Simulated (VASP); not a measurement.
Band structure of SiC (relaxed from the layer:h-BN structure). Calculation: r2SCAN meta-GGA, VASP's PBE PAW potentials (set 64) (plane waves; VASP).

The cell holds a wide vacuum, so values per volume refer to the whole cell.

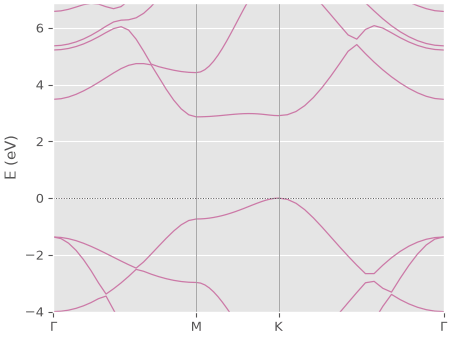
Bands along high-symmetry lines, zero at the valence-band maximum or, without a gap, the Fermi level

Question: Read the plot: is there a gap, and where are the band edges?

Answer: The gap is indirect, 2.86 eV, from the valence maximum at K to the conduction minimum at M.

The cell is a sheet with vacuum, built from a generated structure.
